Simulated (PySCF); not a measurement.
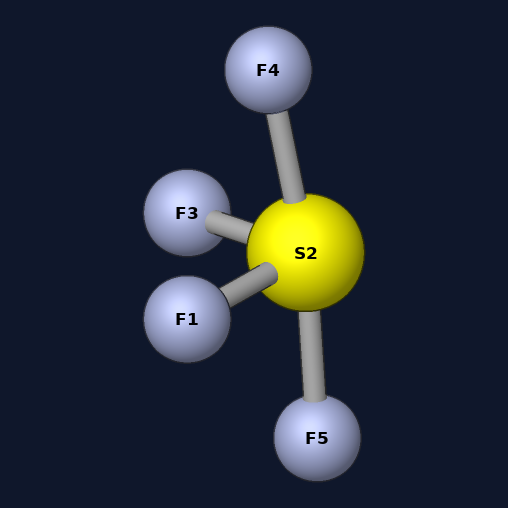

The geometry was computed by an optimisation with PBE0-D3(BJ)/def2-TZVP. No frequency run is at hand to confirm it as a minimum. Level of theory: GIAO PBE0/pcSseg-2 NMR shielding, non-relativistic, gas phase (PySCF 2.14.0). Principal shieldings σ11 ≤ σ22 ≤ σ33, span Ω = σ33 − σ11, skew κ = 3(σiso − σ22)/Ω.

Give the shielding tensors of the S atoms.

```json
{"atom": "S2", "σ11": "−240.2", "σ22": "132.4", "σ33": "172.0", "σiso": "21.4", "Ω": "412.2", "κ": "−0.81"}
```

Shieldings and span in ppm.
